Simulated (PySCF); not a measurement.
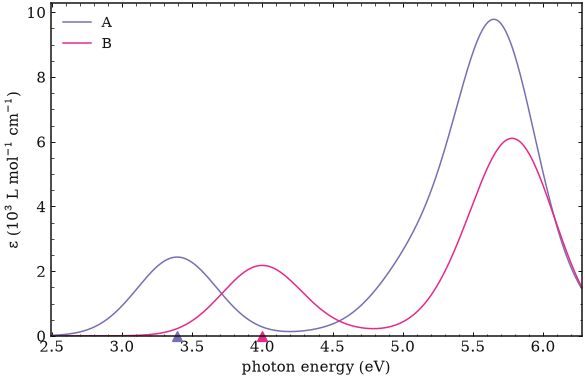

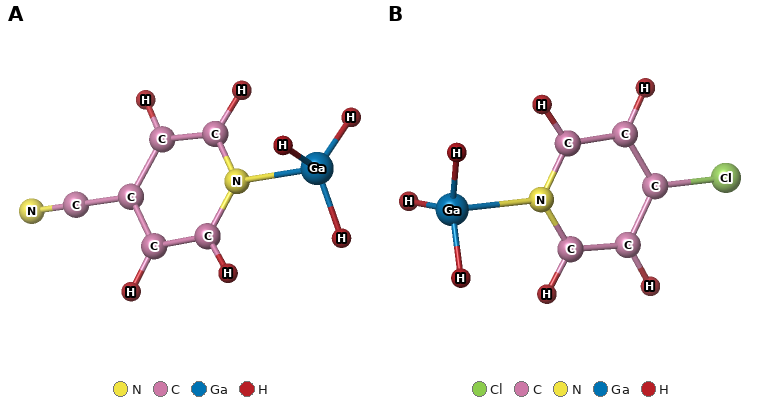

Related molecules: A is C₆H₇GaN₂, SMILES N#Cc1cc[n+]([GaH3-])cc1, singlet; B is C₅H₇ClGaN, SMILES Clc1cc[n+]([GaH3-])cc1, singlet. Vertical TDDFT absorption, B3LYP/def2-SVPD, PySCF 2.14.0, at a PBE0-D3(BJ)/def2-SVP geometry (no frequency check); Gaussians of 1/e half-width 0.40 eV, triangles mark S1, and the range ends where the computed states of one molecule run out.

How does the lowest singlet move?

Answer. A: 3.39 eV (f = 0.060, mainly HOMO → LUMO (99 %)); B: 3.99 eV (f = 0.053, mainly HOMO → LUMO (99 %)). From A to B it shifts 0.60 eV to the blue.

And the brightest state of each within the range drawn?

Answer. A: S7 at 5.66 eV, f = 0.23; B: S7 at 5.80 eV, f = 0.14.

Caveats, for all or some of the runs: core orbitals are frozen in the response.
